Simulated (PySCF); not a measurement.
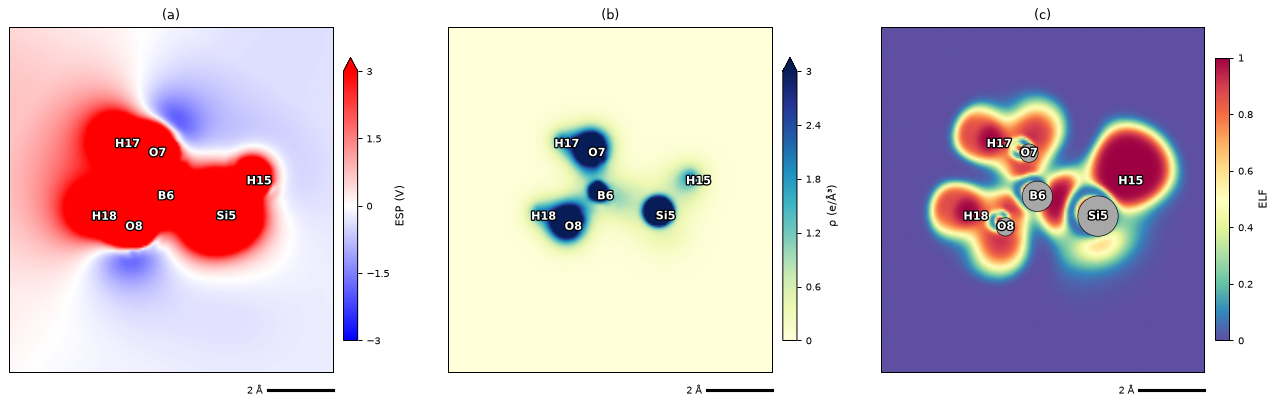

Figure 1: C2H10BO3Si2 (SMILES COC[SiH][SiH2]B(O)O) (doublet). (a) molecular electrostatic potential; (b) total electron density; (c) electron localisation function on the plane of atoms Si5, B6 and O7. Grey discs cover the atomic cores in the ELF map.

Geometry: GFN2-xTB.

Method: UKS B3LYP, pcH-1 on B C H O Si, non-relativistic, mean-field spin-orbit, GIAO in PySCF.

```xyz
18

C     1.4793    0.2539   -1.3556
O     1.0720   -0.1273   -0.0739
C     1.4382    0.7861    0.9486
Si    0.6983   -0.0307    2.5262
Si   -1.2755   -1.0344    1.8747
B    -1.6723   -0.5419    0.0195
O    -1.6426   -1.4998   -0.9368
O    -1.9286    0.7639   -0.2597
H     1.1575   -0.5308   -2.0404
H     2.5707    0.3573   -1.4097
H     1.0260    1.2121   -1.6490
H     2.5274    0.9181    0.9609
H     0.9961    1.7724    0.7438
H     0.7976    1.0580    3.5249
H    -1.1111   -2.4818    2.1155
H    -2.3045   -0.6456    2.8633
H    -1.7700   -1.2252   -1.8483
H    -2.0673    1.0020   -1.1795
```

Question: Read the bonding off the picture.

Answer: The section cuts through Si, B, O and H sites.
B–O (1.35 Å): ρ at the midpoint is about 1.2 e/Å³; the ELF peaks at about 0.85 between the atoms; a polar covalent bond.
Si–B (1.96 Å): the density is about 0.79 e/Å³ at the midpoint; the ELF peaks at about 1 between the atoms, as expected for a covalent bond.
O–H (0.96 Å): the density is about 7.8 e/Å³ at the midpoint; the ELF climbs to about 0.90 towards the hydrogen, as it does in any bond to H.
The ELF also peaks beside O8 and O7, away from the bonds: non-bonding electrons, paired or unpaired.
Outside the dense part of the molecule the potential is most negative (−1.9 V) near O7.
